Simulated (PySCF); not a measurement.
```yaml
atoms:
  - { symbol: C, position_ang: [-2.1044, -0.5101, 0.5554] }
  - { symbol: C, position_ang: [-1.2008, 0.1141, -0.5222] }
  - { symbol: O, position_ang: [-0.9192, 1.4564, -0.2442] }
  - { symbol: C, position_ang: [0.0598, -0.7156, -0.6202] }
  - { symbol: N, position_ang: [1.1770, -0.2906, -0.2980] }
  - { symbol: Si, position_ang: [2.6638, 0.3822, 0.1394] }
  - { symbol: H, position_ang: [-2.3680, -1.5296, 0.2876] }
  - { symbol: H, position_ang: [-1.5884, -0.5127, 1.5130] }
  - { symbol: H, position_ang: [-3.0104, 0.0820, 0.6492] }
  - { symbol: H, position_ang: [-1.7222, 0.0791, -1.4890] }
  - { symbol: H, position_ang: [-0.0356, 1.4871, 0.1544] }
  - { symbol: H, position_ang: [-0.0940, -1.7477, -0.9595] }
  - { symbol: H, position_ang: [2.5876, 0.4637, 1.5983] }
  - { symbol: H, position_ang: [2.7700, 1.7061, -0.4796] }
  - { symbol: H, position_ang: [3.7848, -0.4643, -0.2846] }
```

Geometry: GFN2-xTB.

All numbers below come from PySCF, PBE0/pcSseg-1, SCF density, gas phase, non-relativistic.

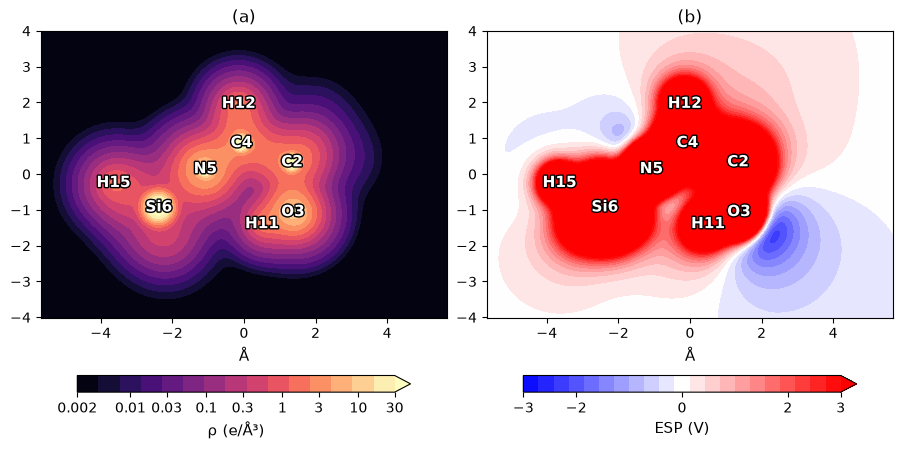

C3H9NOSi. (a) electron density; (b) electrostatic potential on the plane of atoms C2, C4 and H12.

> What does the map show?

- Atoms in the plane: C, O, N, Si and H.
- C–N (1.24 Å): ρ at the midpoint is about 2.9 e/Å³.
- C–O (1.40 Å): the density is about 2.1 e/Å³ at the midpoint, with its minimum of 1.9 e/Å³ about 0.5 Å from C.
- C–C (1.51 Å): the density is about 1.8 e/Å³ at the midpoint.
- Si–N (1.69 Å): the density is about 1.1 e/Å³ at the midpoint.
- O–H (0.97 Å): the density is about 3.7 e/Å³ at the midpoint.
- Outside the dense part of the molecule the potential is most negative (−2.2 V) near O3.
